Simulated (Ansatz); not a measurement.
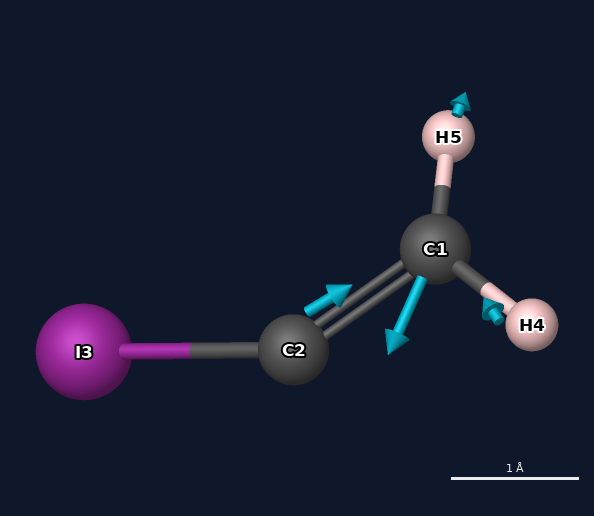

Arrows show the forces on the atoms, 0.1 Å of arrow for 1 eV/Å; forces under a tenth of the largest aren't drawn. The species is neutral and a spin doublet. Level of theory: PBE0-D4/def2-TZVPP (Ansatz 0.2.0).

Q: On which atom is the force largest, and how large is it?

A: On C1: 6.82 eV/Å.

Q: Which bond do the forces act along most?

A: C1–C2, now 1.401 Å: the forces pull its atoms together, so a first step downhill shortens it.

List the force components in the frame of the picture (x right, y up, z towards the viewer), in eV/Å.

```csv
atom,Fx,Fy,Fz
C1,−2.74,−6.14,1.14
C2,3.63,2.20,1.08
I3,−0.36,0.14,−0.23
H4,−1.26,1.92,−1.33
H5,0.73,1.88,−0.65
```
